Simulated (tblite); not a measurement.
**Frequency calculation, with input and output: C$_{2}$H$_{7}$OSi$_{2}$**

System: C$_{2}$H$_{7}$OSi$_{2}$, multiplicity 2, SMILES C[SiH2]C(=O)[SiH2].
Method: GFN2-xTB harmonic vibrations, gas phase (tblite 0.8.0).

It belongs to a series of runs on one base structure; here: H removed from Si.

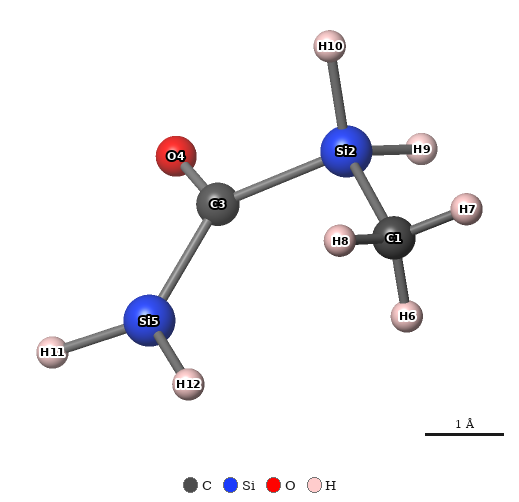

The structure as given in the input (ball-and-stick view, seen at a tilt; atoms are numbered from 1 in the order of the input). Bond lengths as drawn: C–H 1.09 Å, C–O 1.25 Å, C–Si 1.86 to 1.92 Å and H–Si 1.45 to 1.47 Å.

Input
```
{"job": {"kind": "ir", "xc": "GFN2-xTB", "basis": "xTB"}, "charge": 0, "multiplicity": 2}
C     -1.583329    -0.588056    -0.327548
Si    -0.685999     0.394847     1.027528
C      1.165095     0.597567     0.543278
O      1.901397     1.220016     1.336116
Si     1.966971    -0.047240    -1.003068
H     -1.160221    -1.579916    -0.458893
H     -2.629405    -0.713894    -0.067925
H     -1.546390    -0.082215    -1.288192
H     -0.762688    -0.312769     2.310670
H     -1.283406     1.727006     1.173590
H      3.379166     0.174543    -1.252937
H      1.240007    -0.790575    -2.018646
```

The first line tells a small driver script what to run in tblite; the rest is the geometry in Å.

Machine: 1 CPU thread, shared host.

Launched with:
```bash
OMP_NUM_THREADS=1 python <driver script> task.json out
```

What the program printed
```
mode    cm-1     km/mol
  1      31.3      2.57
  2     114.0      3.95
  3     136.8      0.27
  4     183.4      7.59
  5     195.9      0.00
  6     282.9      3.96
  7     287.1      2.58
  8     331.6      6.76
  9     423.6     16.98
 10     460.9     42.94
 11     525.9     20.12
 12     561.3      4.27
 13     662.1    198.21
 14     727.3    145.23
 15     753.8     51.80
 16     786.9    279.26
 17     819.4     70.01
 18     832.8    194.70
 19     938.8     41.14
 20    1375.6     12.46
 21    1473.0    420.37
 22    1491.6      1.79
 23    1498.3      1.51
 24    2216.3    402.52
 25    2231.9    189.92
 26    2349.9    200.90
 27    2376.9    290.35
 28    3035.5     37.02
 29    3036.1     30.29
 30    3054.1     21.30
```

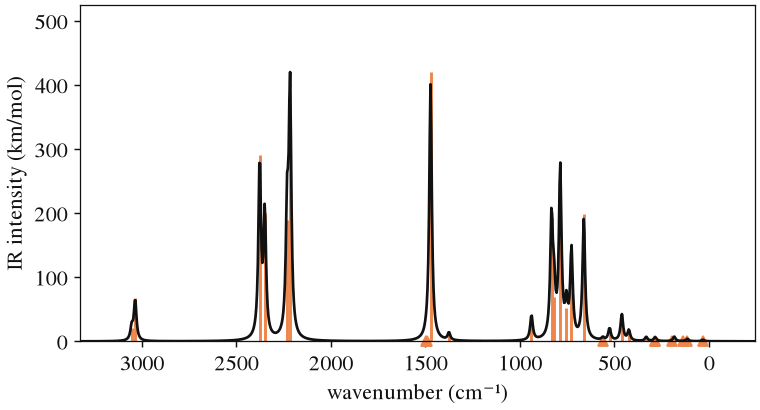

Harmonic infrared spectrum, unscaled: sticks (degenerate modes added up, dark ones marked on the axis) with a Lorentzian envelope of 16 cm⁻¹ full width, scaled to the tallest stick. 30 modes from 31 to 3054 cm⁻¹, none imaginary. The strongest line is at 1473 cm⁻¹ (420 km/mol).

Results in brief

```csv
quantity,value
outcome,converged
total energy,−415.7421 eV
zero-point energy,47.4550 kcal/mol
peak memory,0.18 GiB
```
